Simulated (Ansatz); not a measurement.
# PBE0/STO-3G run of BClO (boron chloride oxide)

Aim: the electronic atomisation energy of BClO (boron chloride oxide) at PBE0/STO-3G, from 4 runs. 

The calculation is run with Ansatz 0.2.0.

61 further runs of the same task are left out: 15 that didn't finish, 46 set aside as unsound or not needed.

### Step 1. The molecule

BClO has 3 atoms, charge 0, and is taken as a singlet. SMILES: `O=BCl`. Geometry: relaxed at GFN2-xTB.

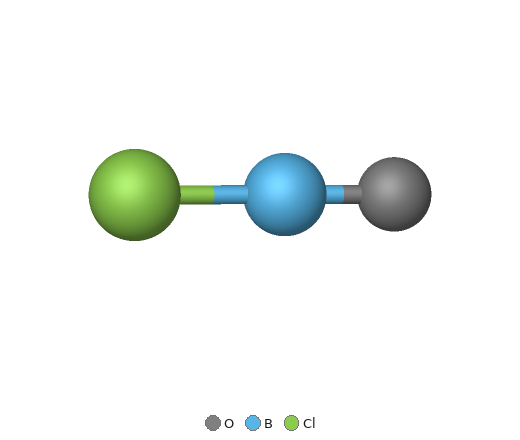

The structure, seen from a chosen angle (oxygen grey, boron blue, chlorine green).

### Step 2. A single-point energy at PBE0/STO-3G

molecule.yaml reads:

```yaml
crystal:
  periodic: [false, false, false]
  atoms:
    - symbol: O
      position_ang: [1.019560, 0.606200, 0.626990]
    - symbol: B
      position_ang: [0.113080, 0.066620, 0.069470]
    - symbol: Cl
      position_ang: [-1.132640, -0.672810, -0.696460]
basis:
  gaussian:
    orbitals: STO-3G
hamiltonian:
  xc: pbe0
accuracy: high
```

Started as:

```
$ ansatz run molecule.yaml --threads 1 --pin off --max-ram 2610MiB --events-out events.jsonl --progress --plain --runs-dir runs
```

Log:

```text
Warning: RAYON_NUM_THREADS=1 ignored (pool sized by the plan → 1); use --threads N
Functional definition: PBE0
  name "PBE0"
  parameter a = 0.25
  parameter kappa = 0.804
  parameter beta = 0.06672455060314922
  exchange = (1 - a)*pbe_x(kappa = kappa, mu = beta*pi^2/3) + a*exact_x
  correlation = pbe_c(beta = beta)
323 factors; integrals over basis functions are off by at most 2.9e-8 eV
mean field evaluation 1: about -15065.6988 eV, gradient 2.8e1 eV
mean field evaluation 2: about -15053.7709 eV, gradient 7.9e1 eV
mean field evaluation 4: about -15068.2153 eV, gradient 1.6e0 eV
mean field evaluation 8: about -15068.2036 eV, gradient 2.0e-2 eV
mean field evaluation 16: about -15068.2036 eV, gradient 9.6e-8 eV
mean field -15068.20357164 eV, -553.7462676625 hartree, gradient 7.4e-9 eV, S^2 0.000000; 0 other end points of the search recorded, 0 dependent functions left out
reference -15068.20357265 eV, -553.7462676997 hartree; 15, 15 occupied and 4, 4 virtual orbitals, 323 factors
Total energy: -15068.20357265 eV, -553.7462676997 hartree
```

Run time: 0.81 s. Hardware: 1 thread of Arm Neoverse V1, shared host.

### Step 3. The B atom, same level

molecule.yaml reads:

```yaml
crystal:
  periodic: [false, false, false]
  atoms:
    - symbol: B
      position_ang: [0.000000, 0.000000, 0.000000]
basis:
  gaussian: {orbitals: STO-3G}
magnetization: {spin_polarized: true, initial_magnetization: 1}
hamiltonian: {xc: pbe0}
accuracy: high
```

Run the same way, it converges to -24.23604 Eh (log not shown).

### Step 4. The Cl atom

run.yaml reads:

```yaml
basis:
  gaussian:
    orbitals: STO-3G
crystal:
  periodic: [false, false, false]
  atoms:
    - symbol: Cl
      position_ang: [0.000000, 0.000000, 0.000000]
total_charge: 0
magnetization:
  spin_polarized: true
  initial_magnetization: 1
hamiltonian:
  xc: {name: PBE0}
accuracy: high
```

Run the same way, it converges to -454.98903 Eh (log not shown).

### Step 5. The O atom, same level

job.yaml reads:

```yaml
crystal:
  periodic: [false, false, false]
  atoms:
    - symbol: O
      position_ang: [0.000000, 0.000000, 0.000000]
basis:
  gaussian: {orbitals: STO-3G}
magnetization: {spin_polarized: true, initial_magnetization: 2}
hamiltonian: {xc: pbe0}
accuracy: high
```

Run the same way, it converges to -73.97643 Eh (log not shown).

### Step 6. Summary of results

Level: PBE0/STO-3G.

```
                     quantity          value
       molecule: total energy  -553.74627 Eh
         B atom: total energy   -24.23604 Eh
                 B atom: ⟨S²⟩          0.750
        Cl atom: total energy  -454.98903 Eh
                Cl atom: ⟨S²⟩          0.750
         O atom: total energy   -73.97643 Eh
                 O atom: ⟨S²⟩          2.000
electronic atomisation energy      14.824 eV
```

**Reading.** Taking the molecule apart into free atoms costs 14.82 eV (342 kcal/mol), before zero-point energy and without spin-orbit coupling. In a minimal basis such a difference can be off by several eV, whatever the method.
